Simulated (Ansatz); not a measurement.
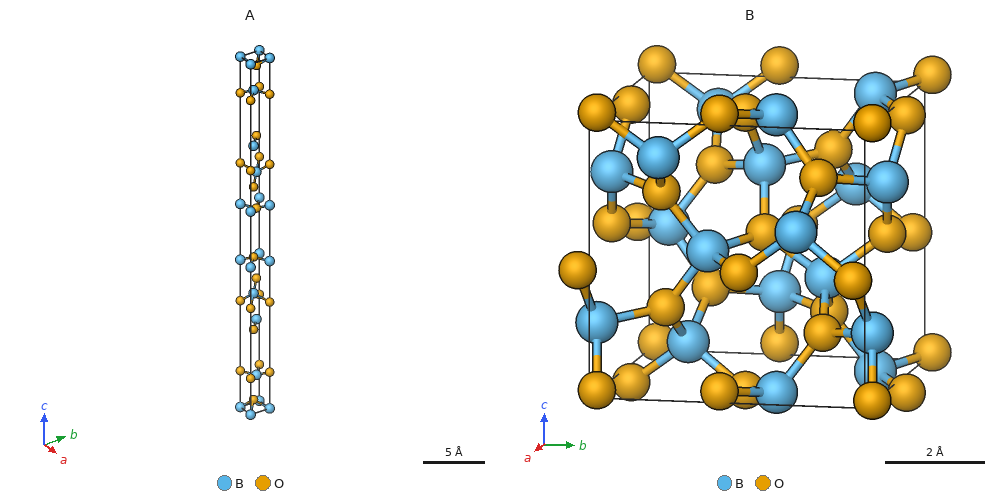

Two structures of B3O4, each relaxed to rest (conventional cells in solid outline, small ones repeated, not to one scale). Method: Ansatz 0.2.0, DFT PBE, scalar-relativistic, plane waves, PAW, without spin polarisation.

**State the structure in each panel.**

A: 21 atoms a cell on a rhombohedral (trigonal R) lattice, R-3m. B: 28 atoms a cell on a body-centred cubic lattice, I-43d.

**Which is the more stable form at this level of theory?**

B is lower, by 298 meV/atom at this level of theory (energies at zero smearing). Volumes: A 7.5, B 6.6 Å³/atom.

One or both may be structure types tried for this composition rather than known phases.
